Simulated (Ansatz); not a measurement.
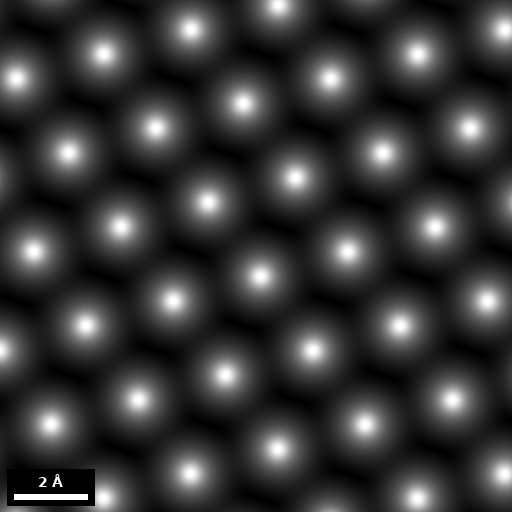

Map of the projected electrostatic potential of a crystal. Computed as the sum of neutral-atom potentials (tabulated electron scattering factors, B = 0.8 Å²) projected along the beam and smoothed by 0.25 Å; brighter is more positive. The display is stretched by a gamma of 0.6; percentages refer to the linear signal.

Question: What two-dimensional lattice does the image show, and how large is its cell?

Answer: The pattern repeats on a centred rectangular net of 2.9 × 4.1 Å.

Question: What is the plane group of the image?

Answer: c2mm: perpendicular mirror lines on a centred net, with further twofold points between them.

Question: How many columns does the smallest repeating cell hold, and how many levels of brightness?

Answer: 1 column in the primitive cell of 5.8 Å², all of one brightness.

The crystal is Al (Fm-3m, No. 225) seen along [110]. Structure used: the input geometry of an electronic-structure calculation (not necessarily at equilibrium).
